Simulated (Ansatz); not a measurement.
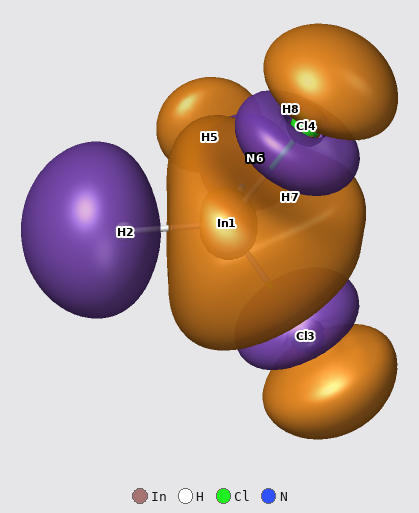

*Cl2H4InN. The LUMO at ±0.05 Å⁻³ᐟ² (orange and purple are the two phases), seen at an oblique angle.*

Core potentials replace the inner electrons of In.

Method: Ansatz 0.2.0, RKS PBE/def2-SVP.

```xyz
8

In   -0.1400    0.3469   -1.1829
H     1.2615    0.7211   -2.1151
Cl   -1.3216   -1.7233   -1.4694
Cl   -1.5663    2.0728   -0.3151
H     1.4101   -0.3019    1.3204
N     0.4290   -0.2782    1.0123
H     0.0190   -1.2160    1.1369
H    -0.0918    0.3788    1.6127
```

Q: What is the character of this orbital?

A: By Hirshfeld shares it lies mainly on In1 (about 45 %), Cl3 (about 15 %), Cl4 (about 15 %) and H2 (about 15 %). Its energy is −1.58 eV.
